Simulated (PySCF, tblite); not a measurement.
# HNO: changes of charge, electronic excitations, EPR parameters, part 2 of 3

tblite 0.8.0 and PySCF 2.14.0. Atoms count from 0. Earlier steps stand in the parts before.

## 14. Single point (HNO): M06-2X/ma-def2-TZVP in N,N-dimethylformamide

Geometry: PBE0-D3(BJ)/def2-SVP.

Job settings and geometry (Å):

```
{"job": {"kind": "sp", "xc": "M06-2X", "basis": "ma-def2-TZVP", "grid": 3, "solvent": "N,N-dimethylformamide"}, "charge": 0, "multiplicity": 1}
N     -0.055535     0.432270    -0.003881
O      0.958994    -0.186996    -0.028203
H     -0.880497    -0.250349     0.006977
```

Standard output:

```text
final grid: 37792 points
cycle   1  E = -130.4804249799  dE = -8.471e-04  |g| = 2.410e-02  |ddm| = 1.314e-01
cycle   2  E = -130.4803838867  dE =  4.109e-05  |g| = 3.350e-02  |ddm| = 4.075e-02
cycle   3  E = -130.4805698675  dE = -1.860e-04  |g| = 3.820e-03  |ddm| = 1.521e-02
cycle   4  E = -130.4805746599  dE = -4.792e-06  |g| = 1.496e-03  |ddm| = 7.383e-03
cycle   5  E = -130.4805755632  dE = -9.034e-07  |g| = 3.079e-04  |ddm| = 3.465e-03
cycle   6  E = -130.4805756055  dE = -4.224e-08  |g| = 4.575e-05  |ddm| = 6.685e-04
cycle   7  E = -130.4805756075  dE = -2.002e-09  |g| = 9.587e-06  |ddm| = 1.619e-04
converged SCF energy = -130.4805756075
```

It took 3 s on 1 thread of Intel Xeon at 2.50GHz, shared host.

## 15. Single point (HNO+ (doublet), [NH+]=O): M06-2X/ma-def2-TZVP in N,N-dimethylformamide

Geometry: PBE0-D3(BJ)/def2-SVP.

Job settings and geometry (Å):

```
{"job": {"kind": "sp", "xc": "M06-2X", "basis": "ma-def2-TZVP", "grid": 3, "solvent": "N,N-dimethylformamide"}, "charge": 1, "multiplicity": 2}
N     -0.015932     0.333041    -0.011453
O      1.005429    -0.120226    -0.049435
H     -0.943574    -0.222966     0.010675
```

Standard output:

```text
final grid: 37792 points
cycle   1  E = -130.2301006097  dE = -6.620e-04  |g| = 3.414e-02  |ddm| = 7.128e-02
cycle   2  E = -130.2294005014  dE =  7.001e-04  |g| = 5.787e-02  |ddm| = 3.592e-02
cycle   3  E = -130.2305017987  dE = -1.101e-03  |g| = 2.014e-03  |ddm| = 2.166e-02
cycle   4  E = -130.2305046728  dE = -2.874e-06  |g| = 6.815e-04  |ddm| = 2.641e-03
cycle   5  E = -130.2305051715  dE = -4.987e-07  |g| = 2.313e-04  |ddm| = 1.141e-03
cycle   6  E = -130.2305052510  dE = -7.952e-08  |g| = 1.147e-04  |ddm| = 2.993e-04
cycle   7  E = -130.2305052887  dE = -3.771e-08  |g| = 4.853e-05  |ddm| = 2.405e-04
cycle   8  E = -130.2305052982  dE = -9.483e-09  |g| = 1.950e-05  |ddm| = 1.325e-04
converged SCF energy = -130.2305052982
```

Run time: 5.6 s. Hardware: 1 thread of Intel Xeon at 2.50GHz, shared host.

## 16. Single point (HNO): M06-2X/ma-def2-TZVP in acetonitrile

Geometry: PBE0-D3(BJ)/def2-SVP.

Job settings and geometry (Å):

```
{"job": {"kind": "sp", "xc": "M06-2X", "basis": "ma-def2-TZVP", "grid": 3, "solvent": "acetonitrile"}, "charge": 0, "multiplicity": 1}
N     -0.055535     0.432270    -0.003881
O      0.958994    -0.186996    -0.028203
H     -0.880497    -0.250349     0.006977
```

Standard output:

```text
final grid: 37792 points
cycle   1  E = -130.4804135874  dE = -8.440e-04  |g| = 2.406e-02  |ddm| = 1.312e-01
cycle   2  E = -130.4803724201  dE =  4.117e-05  |g| = 3.346e-02  |ddm| = 4.066e-02
cycle   3  E = -130.4805579631  dE = -1.855e-04  |g| = 3.812e-03  |ddm| = 1.519e-02
cycle   4  E = -130.4805627315  dE = -4.768e-06  |g| = 1.493e-03  |ddm| = 7.359e-03
cycle   5  E = -130.4805636307  dE = -8.992e-07  |g| = 3.074e-04  |ddm| = 3.455e-03
cycle   6  E = -130.4805636728  dE = -4.211e-08  |g| = 4.567e-05  |ddm| = 6.677e-04
cycle   7  E = -130.4805636748  dE = -1.995e-09  |g| = 9.574e-06  |ddm| = 1.615e-04
converged SCF energy = -130.4805636748
```

Wall time 2.7 s (1 thread of Intel Xeon at 2.50GHz, shared host).

## 17. Single point (HNO+ (doublet), [NH+]=O): M06-2X/ma-def2-TZVP in acetonitrile

Geometry: PBE0-D3(BJ)/def2-SVP.

Job settings and geometry (Å):

```
{"job": {"kind": "sp", "xc": "M06-2X", "basis": "ma-def2-TZVP", "grid": 3, "solvent": "acetonitrile"}, "charge": 1, "multiplicity": 2}
N     -0.015932     0.333041    -0.011453
O      1.005429    -0.120226    -0.049435
H     -0.943574    -0.222966     0.010675
```

Standard output:

```text
final grid: 37792 points
cycle   1  E = -130.2299430319  dE = -6.595e-04  |g| = 3.409e-02  |ddm| = 7.116e-02
cycle   2  E = -130.2292444179  dE =  6.986e-04  |g| = 5.780e-02  |ddm| = 3.586e-02
cycle   3  E = -130.2303430993  dE = -1.099e-03  |g| = 2.009e-03  |ddm| = 2.164e-02
cycle   4  E = -130.2303459595  dE = -2.860e-06  |g| = 6.802e-04  |ddm| = 2.634e-03
cycle   5  E = -130.2303464564  dE = -4.968e-07  |g| = 2.309e-04  |ddm| = 1.138e-03
cycle   6  E = -130.2303465356  dE = -7.926e-08  |g| = 1.145e-04  |ddm| = 2.988e-04
cycle   7  E = -130.2303465732  dE = -3.758e-08  |g| = 4.845e-05  |ddm| = 2.401e-04
cycle   8  E = -130.2303465827  dE = -9.449e-09  |g| = 1.947e-05  |ddm| = 1.323e-04
converged SCF energy = -130.2303465827
```

Run time: 5.8 s. Hardware: 1 thread of Intel Xeon at 2.50GHz, shared host.

## 18. Single point (HNO− (doublet)): M06-2X/ma-def2-TZVP

Geometry: PBE0-D3(BJ)/def2-SVP, that of another charge or spin state.

Job settings and geometry (Å):

```
{"job": {"kind": "sp", "xc": "M06-2X", "basis": "ma-def2-TZVP", "grid": 3}, "charge": -1, "multiplicity": 2}
N     -0.055535     0.432270    -0.003881
O      0.958994    -0.186996    -0.028203
H     -0.880497    -0.250349     0.006977
```

Standard output:

```text
final grid: 37792 points
cycle   1  E = -130.3789533488  dE =  3.172e-02  |g| = 4.620e-01  |ddm| = 1.463e+00
cycle   2  E = -130.3512420205  dE =  2.771e-02  |g| = 5.588e-01  |ddm| = 1.419e+00
cycle   3  E = -130.4719221892  dE = -1.207e-01  |g| = 3.625e-02  |ddm| = 5.147e-01
cycle   4  E = -130.4726124676  dE = -6.903e-04  |g| = 1.225e-02  |ddm| = 6.462e-02
cycle   5  E = -130.4726973690  dE = -8.490e-05  |g| = 6.161e-03  |ddm| = 2.930e-02
cycle   6  E = -130.4727423353  dE = -4.497e-05  |g| = 1.684e-03  |ddm| = 3.151e-02
cycle   7  E = -130.4727543817  dE = -1.205e-05  |g| = 6.917e-04  |ddm| = 2.175e-02
cycle   8  E = -130.4727561490  dE = -1.767e-06  |g| = 2.096e-04  |ddm| = 9.339e-03
cycle   9  E = -130.4727563056  dE = -1.566e-07  |g| = 7.528e-05  |ddm| = 2.451e-03
cycle  10  E = -130.4727563207  dE = -1.508e-08  |g| = 2.436e-05  |ddm| = 8.309e-04
cycle  11  E = -130.4727563214  dE = -7.320e-10  |g| = 6.908e-06  |ddm| = 1.619e-04
converged SCF energy = -130.4727563214
```

It took 7.1 s on 1 thread of Intel Xeon at 2.50GHz, shared host.

## 19. Optimising the geometry with GFN2-xTB

This step treats HNO− (doublet), labelled `[NH][O-]` (the label fixes atoms and charge, not where charge and spin sit).

Job settings and geometry (Å):

```
{"job": {"kind": "relax", "xc": "GFN2-xTB", "basis": "xTB"}, "charge": -1, "multiplicity": 2}
N     -0.039300     0.426200    -0.009200
O      0.948300    -0.178300    -0.051200
H     -0.863000    -0.258000     0.010200
```

Standard output:

```text
step      E/eV     max force
  0    -204.27905   15.006
  1    -204.75628    5.275
  2    -205.20875    3.472
  3    -205.17078    5.600
  4    -205.38685    1.162
  5    -205.40163    0.341
  6    -205.40299    0.090
  7    -205.40315    0.067
  8    -205.40333    0.001
```

It took 0.06 s on 1 thread of Intel Xeon at 2.50GHz, shared host.

Relaxation path: (the energy doesn't fall at every step)

```
step  energy from step 0 (eV)  largest force (eV/Å)
   0                   0.0000               15.0062
   1                  -0.4772                5.2749
   2                  -0.9297                3.4722
   3                  -0.8917                5.6003
   4                  -1.1078                1.1616
   5                  -1.1226                0.3411
   6                  -1.1239                0.0901
   7                  -1.1241                0.0670
   8                  -1.1243                0.0010
```

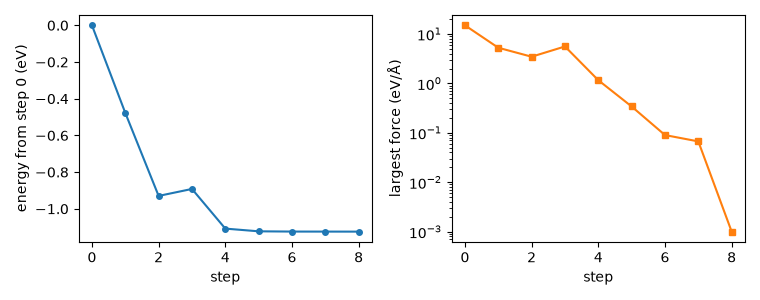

Energy and largest force along the relaxation.

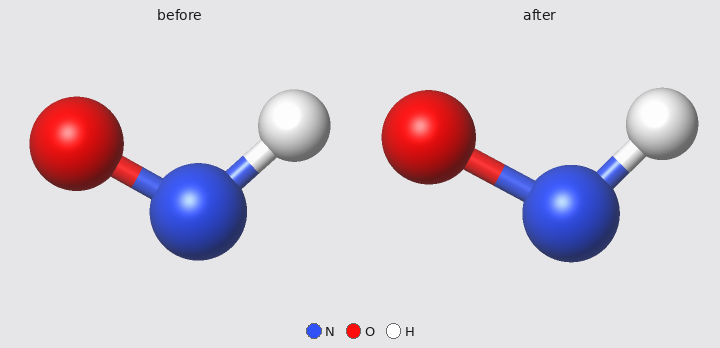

The geometry before (left) and after (right).

Close pairs (by a distance rule), those that changed most:

```csv
bond,before (Å),after (Å),change (Å)
N0–O1,1.159,1.342,+0.183
N0–H2,1.071,1.061,-0.010
```

The end geometry stands in the next job.

## 20. Infrared spectrum with GFN2-xTB

Job settings and geometry (Å):

```
{"job": {"kind": "ir", "xc": "GFN2-xTB", "basis": "xTB"}, "charge": -1, "multiplicity": 2}
N     -0.108461     0.461325    -0.006312
O      1.047233    -0.218331    -0.055160
H     -0.892848    -0.253144     0.011258
```

Standard output:

```text
mode    cm-1     km/mol
  1    1261.9     57.97
  2    1405.6      0.85
  3    2655.3    487.08
ZPE 31.838  H(298)-E 41.807  G(298)-E -26.283 kJ/mol  S 228.37 J/(mol K)
```

It took 0.18 s on 1 thread of Intel Xeon at 2.50GHz, shared host.

The strongest bands and the atoms that carry them (share of the mass-weighted mode):

| cm⁻¹ | km/mol | atoms |
| --- | --- | --- |
| 1262 | 58.0 | N0 54 %, O1 45 % |
| 1406 | 0.8 | H2 87 % |
| 2655 | 487.1 | H2 93 % |

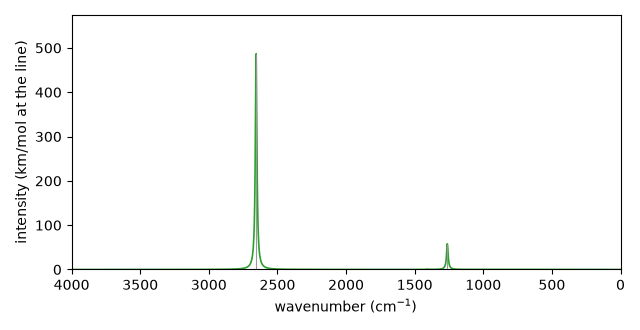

The infrared spectrum from these modes, unscaled. Lines are broadened to a width of 14 cm⁻¹ (Lorentzian).

## 21. Relaxing the molecule at PBE0-D3(BJ)/def2-SVP

This step treats HNO− (doublet), labelled `[NH][O-]` (the label fixes atoms and charge, not where charge and spin sit).

Job settings and geometry (Å):

```
{"job": {"xc": "PBE0", "basis": "def2-SVP", "d3": "d3bj", "grid": 1, "kind": "geom"}, "charge": -1, "multiplicity": 2}
N     -0.108461     0.461325    -0.006312
O      1.047233    -0.218331    -0.055160
H     -0.892848    -0.253144     0.011258
```

Standard output:

```text
step   0  E = -130.21200794  max force = 0.031831
step   1  E = -130.21336759  max force = 0.006584
step   2  E = -130.21342989  max force = 0.002721
step   3  E = -130.21344955  max force = 0.000927
step   4  E = -130.21345186  max force = 0.000272
optimisation converged
```

Wall time 5.5 s (1 thread of Intel Xeon at 2.50GHz, shared host).

Relaxation path:

| step | energy from step 0 (eV) | largest force component (eV/Å) |
| --- | --- | --- |
| 0 | 0.0000 | 1.6368 |
| 1 | -0.0370 | 0.3386 |
| 2 | -0.0387 | 0.1399 |
| 3 | -0.0392 | 0.0477 |
| 4 | -0.0393 | 0.0140 |

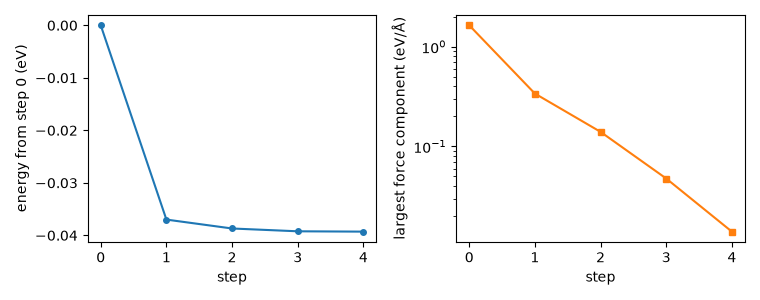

Energy and force, step by step.

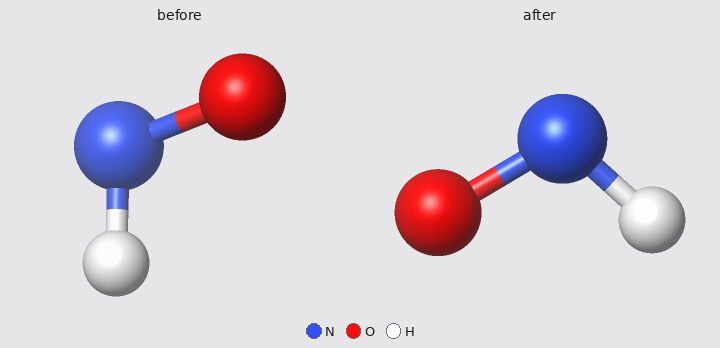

The geometry before (left) and after (right).

Close pairs (by a distance rule), those that changed most:

| bond | before (Å) | after (Å) | change (Å) |
| --- | --- | --- | --- |
| N0–O1 | 1.342 | 1.302 | -0.040 |
| N0–H2 | 1.061 | 1.090 | +0.029 |

The next job starts from the end point, and lists it.

| at the end point | value |
| --- | --- |
| point group (found at 0.08 Å tolerance) | Cs |
| rotational constants (GHz, main isotopes) | 518.9, 36.781, 34.346 |
| ⟨S²⟩ | 0.754 |

## 22. Harmonic vibrations (HNO− (doublet), [NH][O-]): PBE0-D3(BJ)/def2-SVP

Job settings and geometry (Å):

```
{"job": {"xc": "PBE0", "basis": "def2-SVP", "d3": "d3bj", "grid": 2, "kind": "hessian"}, "charge": -1, "multiplicity": 2}
N      0.434743     0.223681    -0.017041
O     -0.719626     0.481691     0.526554
H      0.330733    -0.715496    -0.559744
```

Standard output:

```text
coarse grid: 2768 points
cycle   1  E = -130.0752817847  dE =  9.374e-02  |g| = 5.270e-01  |ddm| = 1.353e+00
cycle   2  E = -129.6891540032  dE =  3.861e-01  |g| = 1.071e+00  |ddm| = 2.461e+00
cycle   3  E = -130.1869427504  dE = -4.978e-01  |g| = 1.141e-01  |ddm| = 1.945e+00
cycle   4  E = -130.1909363499  dE = -3.994e-03  |g| = 7.400e-02  |ddm| = 1.743e-01
cycle   5  E = -130.1933045048  dE = -2.368e-03  |g| = 1.121e-02  |ddm| = 8.145e-02
cycle   6  E = -130.1933735228  dE = -6.902e-05  |g| = 5.145e-03  |ddm| = 1.662e-02
cycle   7  E = -130.1933906272  dE = -1.710e-05  |g| = 1.188e-03  |ddm| = 8.902e-03
cycle   8  E = -130.1933918374  dE = -1.210e-06  |g| = 1.615e-04  |ddm| = 2.871e-03
final grid: 27576 points
cycle   9  E = -130.2134555342  dE =  1.862e-06  |g| = 5.330e-03  |ddm| = 7.673e-03
cycle  10  E = -130.2134255271  dE =  3.001e-05  |g| = 1.041e-02  |ddm| = 1.033e-02
cycle  11  E = -130.2134667710  dE = -4.124e-05  |g| = 2.032e-04  |ddm| = 6.925e-03
cycle  12  E = -130.2134667966  dE = -2.560e-08  |g| = 1.455e-04  |ddm| = 4.561e-04
cycle  13  E = -130.2134668097  dE = -1.308e-08  |g| = 5.708e-05  |ddm| = 2.605e-04
cycle  14  E = -130.2134668129  dE = -3.206e-09  |g| = 8.610e-06  |ddm| = 1.913e-04
cycle  15  E = -130.2134668131  dE = -2.010e-10  |g| = 3.798e-06  |ddm| = 5.962e-05
cycle  16  E = -130.2134668131  dE = -3.814e-11  |g| = 1.375e-06  |ddm| = 2.723e-05
converged SCF energy = -130.2134668131

mode    cm-1
  1    1255.3
  2    1446.9
  3    2501.7
ZPE 31.126  H(298)-E 41.094  G(298)-E -26.924 kJ/mol  S 228.13 J/(mol K)
```

Run time: 13 s. Hardware: 1 thread of Intel Xeon at 2.50GHz, shared host.

Zero-point energy 31.13 kJ/mol (xTB gave 31.84).

## 23. Single point (HNO): M06-2X/ma-def2-TZVP

Geometry: PBE0-D3(BJ)/def2-SVP, that of another charge or spin state.

Job settings and geometry (Å):

```
{"job": {"kind": "sp", "xc": "M06-2X", "basis": "ma-def2-TZVP", "grid": 3}, "charge": 0, "multiplicity": 1}
N      0.434743     0.223681    -0.017041
O     -0.719626     0.481691     0.526554
H      0.330733    -0.715496    -0.559744
```

Standard output:

```text
coarse grid: 12776 points
cycle   1  E = -130.3418583150  dE =  4.760e-02  |g| = 7.401e-01  |ddm| = 1.342e+00
cycle   2  E = -129.9941499797  dE =  3.477e-01  |g| = 1.590e+00  |ddm| = 9.828e-01
cycle   3  E = -130.4566178160  dE = -4.625e-01  |g| = 6.104e-02  |ddm| = 6.467e-01
cycle   4  E = -130.4571997601  dE = -5.819e-04  |g| = 3.225e-02  |ddm| = 4.330e-02
cycle   5  E = -130.4573749155  dE = -1.752e-04  |g| = 9.605e-03  |ddm| = 1.906e-02
cycle   6  E = -130.4573940511  dE = -1.914e-05  |g| = 3.475e-03  |ddm| = 6.047e-03
cycle   7  E = -130.4573969422  dE = -2.891e-06  |g| = 4.989e-04  |ddm| = 3.323e-03
final grid: 37792 points
cycle   8  E = -130.4574092384  dE = -1.845e-06  |g| = 9.730e-04  |ddm| = 3.298e-03
cycle   9  E = -130.4574088335  dE =  4.048e-07  |g| = 1.821e-03  |ddm| = 1.167e-03
cycle  10  E = -130.4574094288  dE = -5.953e-07  |g| = 1.321e-04  |ddm| = 7.630e-04
cycle  11  E = -130.4574094364  dE = -7.602e-09  |g| = 3.589e-05  |ddm| = 1.680e-04
converged SCF energy = -130.4574094364
```

It took 3 s on 1 thread of Intel Xeon at 2.50GHz, shared host.

## 24. Single point (HNO− (doublet), [NH][O-]): M06-2X/ma-def2-TZVP

Geometry: PBE0-D3(BJ)/def2-SVP.

Job settings and geometry (Å):

```
{"job": {"kind": "sp", "xc": "M06-2X", "basis": "ma-def2-TZVP", "grid": 3}, "charge": -1, "multiplicity": 2}
N      0.434743     0.223681    -0.017041
O     -0.719626     0.481691     0.526554
H      0.330733    -0.715496    -0.559744
```

Standard output:

```text
final grid: 37792 points
cycle   1  E = -130.4021330811  dE =  2.208e-02  |g| = 4.430e-01  |ddm| = 1.078e+00
cycle   2  E = -130.3850847256  dE =  1.705e-02  |g| = 5.133e-01  |ddm| = 1.005e+00
cycle   3  E = -130.4875365098  dE = -1.025e-01  |g| = 3.068e-02  |ddm| = 3.872e-01
cycle   4  E = -130.4879600202  dE = -4.235e-04  |g| = 1.741e-02  |ddm| = 4.618e-02
cycle   5  E = -130.4880812690  dE = -1.212e-04  |g| = 4.648e-03  |ddm| = 1.741e-02
cycle   6  E = -130.4881046876  dE = -2.342e-05  |g| = 1.140e-03  |ddm| = 1.802e-02
cycle   7  E = -130.4881077388  dE = -3.051e-06  |g| = 4.196e-04  |ddm| = 6.785e-03
cycle   8  E = -130.4881081503  dE = -4.115e-07  |g| = 1.386e-04  |ddm| = 2.632e-03
cycle   9  E = -130.4881082045  dE = -5.425e-08  |g| = 5.855e-05  |ddm| = 8.881e-04
cycle  10  E = -130.4881082115  dE = -7.013e-09  |g| = 1.501e-05  |ddm| = 3.059e-04
converged SCF energy = -130.4881082115
```

Wall time 7 s (1 thread of Intel Xeon at 2.50GHz, shared host).

## 25. Single point (HNO− (doublet), [NH][O-]): M06-2X/ma-def2-TZVP in N,N-dimethylformamide

Geometry: PBE0-D3(BJ)/def2-SVP.

Job settings and geometry (Å):

```
{"job": {"kind": "sp", "xc": "M06-2X", "basis": "ma-def2-TZVP", "grid": 3, "solvent": "N,N-dimethylformamide"}, "charge": -1, "multiplicity": 2}
N      0.434743     0.223681    -0.017041
O     -0.719626     0.481691     0.526554
H      0.330733    -0.715496    -0.559744
```

Standard output:

```text
final grid: 37792 points
cycle   1  E = -130.6031001108  dE = -2.420e-03  |g| = 2.981e-02  |ddm| = 2.538e-01
cycle   2  E = -130.6032494314  dE = -1.493e-04  |g| = 2.945e-02  |ddm| = 5.731e-02
cycle   3  E = -130.6036006939  dE = -3.513e-04  |g| = 3.459e-03  |ddm| = 2.732e-02
cycle   4  E = -130.6036138420  dE = -1.315e-05  |g| = 2.821e-03  |ddm| = 1.226e-02
cycle   5  E = -130.6036188682  dE = -5.026e-06  |g| = 7.599e-04  |ddm| = 4.967e-03
cycle   6  E = -130.6036195899  dE = -7.217e-07  |g| = 2.463e-04  |ddm| = 1.854e-03
cycle   7  E = -130.6036197546  dE = -1.646e-07  |g| = 9.415e-05  |ddm| = 8.999e-04
cycle   8  E = -130.6036197751  dE = -2.051e-08  |g| = 2.275e-05  |ddm| = 3.111e-04
cycle   9  E = -130.6036197761  dE = -1.025e-09  |g| = 4.304e-06  |ddm| = 8.060e-05
converged SCF energy = -130.6036197761
```

Run time: 6.3 s. Hardware: 1 thread of Intel Xeon at 2.50GHz, shared host.

## 26. Single point (HNO− (doublet), [NH][O-]): M06-2X/ma-def2-TZVP in acetonitrile

Geometry: PBE0-D3(BJ)/def2-SVP.

Job settings and geometry (Å):

```
{"job": {"kind": "sp", "xc": "M06-2X", "basis": "ma-def2-TZVP", "grid": 3, "solvent": "acetonitrile"}, "charge": -1, "multiplicity": 2}
N      0.434743     0.223681    -0.017041
O     -0.719626     0.481691     0.526554
H      0.330733    -0.715496    -0.559744
```

Standard output:

```text
final grid: 37792 points
cycle   1  E = -130.6029579781  dE = -2.413e-03  |g| = 2.977e-02  |ddm| = 2.535e-01
cycle   2  E = -130.6031065768  dE = -1.486e-04  |g| = 2.942e-02  |ddm| = 5.721e-02
cycle   3  E = -130.6034571448  dE = -3.506e-04  |g| = 3.453e-03  |ddm| = 2.730e-02
cycle   4  E = -130.6034702286  dE = -1.308e-05  |g| = 2.816e-03  |ddm| = 1.223e-02
cycle   5  E = -130.6034752377  dE = -5.009e-06  |g| = 7.584e-04  |ddm| = 4.958e-03
cycle   6  E = -130.6034759568  dE = -7.192e-07  |g| = 2.458e-04  |ddm| = 1.852e-03
cycle   7  E = -130.6034761208  dE = -1.639e-07  |g| = 9.395e-05  |ddm| = 8.985e-04
cycle   8  E = -130.6034761412  dE = -2.041e-08  |g| = 2.272e-05  |ddm| = 3.103e-04
cycle   9  E = -130.6034761422  dE = -1.021e-09  |g| = 4.296e-06  |ddm| = 8.050e-05
converged SCF energy = -130.6034761422
```

Run time: 6.3 s. Hardware: 1 thread of Intel Xeon at 2.50GHz, shared host.

[end of part 2 of 3]
